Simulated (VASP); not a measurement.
Band structure of CdO (rock salt). Calculation: revPBE GGA, VASP's PBE PAW potentials (set 64) (plane waves; VASP).

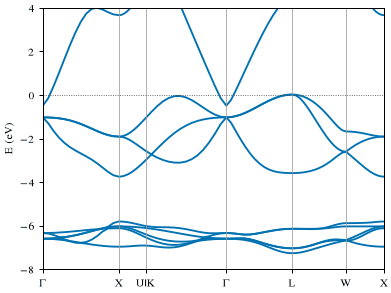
*Bands along high-symmetry lines, zero at the valence-band maximum or, without a gap, the Fermi level*

Question: Read the plot: is there a gap, and where are the band edges?

Answer: It has no gap at this level: it comes out as a metal or semimetal. (Edges off the drawn lines would not show.)

The compound is CdO in the rock salt structure. It was relaxed first, which changed the volume by +8 %.
